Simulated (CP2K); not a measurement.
**C2HFS (SMILES FC1=CS1), run twice**

Aim: the energy of C2HFS at MNDOD.

Program for the calculation: CP2K 2026.2.

3 further runs of the same task are left out: 1 that didn't finish, 2 set aside as unsound or not needed.

## (1) The system as given

C2HFS: 5 atoms, total charge 0, spin state singlet. SMILES: `FC1=CS1`. The shape is that of a GFN2-xTB optimisation.

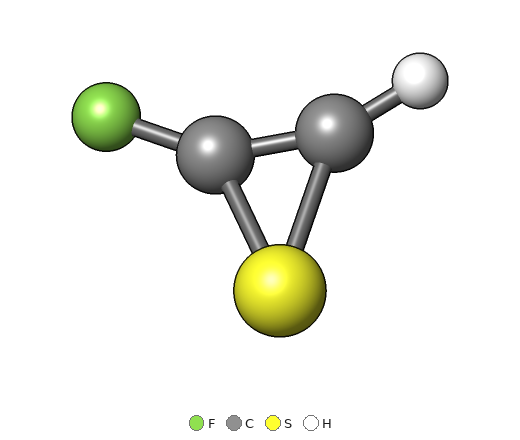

Viewed from a chosen angle; fluorine green, carbon grey, sulfur yellow, hydrogen white.

## (2) First attempt

calc.inp reads:

```
&global
  project_name calc
  RUNTYPE ENERGY
  print_level MEDIUM
&end global

&force_eval
  method QS
  &dft
    charge 0
    multiplicity 1
    &qs
      method MNDOD
      eps_default 1.0E-10
      &se
        &coulomb
          cutoff [angstrom] 50
          rc_range [angstrom] 0
        &end coulomb
        &exchange
          cutoff [angstrom] 50
          rc_range [angstrom] 0
        &end exchange
      &end se
    &end qs
    ! no periodic images
    &poisson
      periodic NONE
      poisson_solver ANALYTIC
    &end poisson
    ! self-consistent field
    &scf
      scf_guess ATOMIC
      eps_scf 1.0E-07
      max_scf 150
      added_mos 4
      &diagonalization
        algorithm STANDARD
      &end diagonalization
      &mixing
        method DIRECT_P_MIXING
        alpha 0.4
      &end mixing
    &end scf
    &print
      &moments
        periodic F
        reference COM
        max_moment 1
      &end moments
      &mo ON
        energies T
        occupation_numbers T
        ndigits 6
        &each
          qs_scf 0
        &end each
        add_last NUMERIC
      &end mo
      &hirshfeld OFF
      &end hirshfeld
    &end print
  &end dft
  &subsys
    ! vacuum box
    &cell
      abc [angstrom] 18.4 18.5 18.4
      periodic NONE
    &end cell
    &coord
      UNIT bohr
      F     -0.7584227    -2.5883390     2.3006282
      C     -0.4574838    -0.8625466     0.5837742
      C      0.8807636     0.9522897    -0.3097072
      S     -2.1011487     0.2928698    -2.1584452
      H      2.4362727     2.2057450    -0.4162500
    &end coord
    &topology
      &center_coordinates
      &end center_coordinates
    &end topology
  &end subsys
&end force_eval
```

Run with:

```console
$ OMP_NUM_THREADS=1 cp2k.psmp -i calc.inp -o calc.out
```

Log:

```text
Possible matches for unknown keyword

 RUNTYPE

   keyword RUN_TYPE in section %__ROOT__%GLOBAL score:  109
   enum RTP in section %__ROOT__%GLOBAL for keyword RUN_TYPE score:  106
   enum AUTO in section %__ROOT__%GLOBAL for keyword ELPA_KERNEL score:  105
   enum NONE in section %__ROOT__%GLOBAL for keyword RUN_TYPE score:  105
   enum PINT in section %__ROOT__%GLOBAL for keyword RUN_TYPE score:  105

 *******************************************************************************
 *   ___                                                                       *
 *  /   \                                                                      *
 * [ABORT]                                                                     *
 *  \___/           found an unknown keyword RUNTYPE in section GLOBAL         *
 *    |                                                                        *
 *  O/|                                                                        *
 * /| |                                                                        *
 * / \                                               input/input_parsing.F:253 *
 *******************************************************************************

 ===== Routine Calling Stack =====

            3 section_vals_parse
            2 section_vals_parse
            1 read_input

Program received signal SIGABRT: Process abort signal.
```

Run time: 0.51 s. Hardware: 1 thread of Arm Neoverse N1, shared host; peak memory 0.13 GiB.

## (3) Reading the log

The input was rejected.

The log says `Possible matches for unknown keyword`. What is wrong: the input text is malformed or holds a word that the program doesn't know.

## (4) Second attempt

mol.inp reads:

```
&GLOBAL
  PROJECT mol
  RUN_TYPE ENERGY
  PRINT_LEVEL MEDIUM
&END GLOBAL
&FORCE_EVAL
  METHOD QUICKSTEP
  &DFT
    &QS
      METHOD MNDOD
      EPS_DEFAULT 1.0E-10
      &SE
        &COULOMB
          CUTOFF [angstrom] 50
          RC_RANGE [angstrom] 0
        &END COULOMB
        &EXCHANGE
          CUTOFF [angstrom] 50
          RC_RANGE [angstrom] 0
        &END EXCHANGE
      &END SE
    &END QS
    &POISSON
      PERIODIC NONE
      POISSON_SOLVER ANALYTIC
    &END POISSON
    &SCF
      SCF_GUESS ATOMIC
      EPS_SCF 1.0E-07
      MAX_SCF 150
      ADDED_MOS 4
      &DIAGONALIZATION
        ALGORITHM STANDARD
      &END DIAGONALIZATION
      &MIXING
        METHOD DIRECT_P_MIXING
        ALPHA 0.4
      &END MIXING
    &END SCF
    &PRINT
      &MOMENTS
        PERIODIC F
        REFERENCE COM
        MAX_MOMENT 1
      &END MOMENTS
      &MO ON
        ENERGIES T
        OCCUPATION_NUMBERS T
        NDIGITS 6
        &EACH
          QS_SCF 0
        &END EACH
        ADD_LAST NUMERIC
      &END MO
      &HIRSHFELD OFF
      &END HIRSHFELD
    &END PRINT
  &END DFT
  &SUBSYS
    &CELL
      ABC 18.4 18.5 18.4
      PERIODIC NONE
    &END CELL
    &COORD
      UNIT bohr
      F     -0.7584227    -2.5883390     2.3006282
      C     -0.4574838    -0.8625466     0.5837742
      C      0.8807636     0.9522897    -0.3097072
      S     -2.1011487     0.2928698    -2.1584452
      H      2.4362727     2.2057450    -0.4162500
    &END COORD
    &TOPOLOGY
      &CENTER_COORDINATES
      &END CENTER_COORDINATES
    &END TOPOLOGY
  &END SUBSYS
&END FORCE_EVAL
```

Run with:

```console
$ OMP_NUM_THREADS=1 cp2k.psmp -i mol.inp > mol.out 2>&1
```

Log:

```text
CP2K| version string:                                       CP2K version 2026.2
[...]
 GLOBAL| Method name                                                        CP2K
[...]
 GLOBAL| Run type                                                         ENERGY
[...]
                             - Atoms:                                          5
[...]
                             - Spherical basis functions:                     22
[...]
 Number of electrons:                                                         22
[...]
     1 P_Mix/Diag. 0.40E+00    0.0     0.67941548       -29.8200110715 -2.98E+01
[...]
    24 DIIS/Diag.  0.11E-06    0.0     0.00000009       -34.3193623300 -1.28E-13
  *** SCF run converged in    24 steps ***
  Core-core repulsion energy [eV]:                           1195.59752757686670
  Core Hamiltonian energy [eV]:                             -1537.49883475597676
  Two-electron integral energy [eV]:                        -1183.95206978839542
  Electronic energy [eV]:                                   -2129.47486965017470
  Total energy [eV]:                                         -933.87734207330766
  Atomic reference energy [eV]:                               936.04883186029349
  Heat of formation [kcal/mol]:                                50.07574806675907
[...]
 SE_DIPOLE| Moment [Debye]         -1.24965450      -1.01025111       0.08471619
 SE_DIPOLE| Derivative [a.u.]       0.00000000       0.00000000       0.00000000
 ENERGY| Total FORCE_EVAL ( QS ) energy [hartree]            -34.319362329979398
[...]
```

Wall time 0.47 s (1 thread of Arm Neoverse N1, shared host); peak memory 0.13 GiB.

## (5) Outcome

Level: MNDOD.

| quantity | value |
| --- | --- |
| total energy | -34.31936 Eh |
| dipole moment | 1.61 D |
| HOMO energy | -8.69 eV |
| LUMO energy | 0.10 eV |
| HOMO–LUMO gap | 8.79 eV |
| heat of formation | 50.1 kcal/mol |
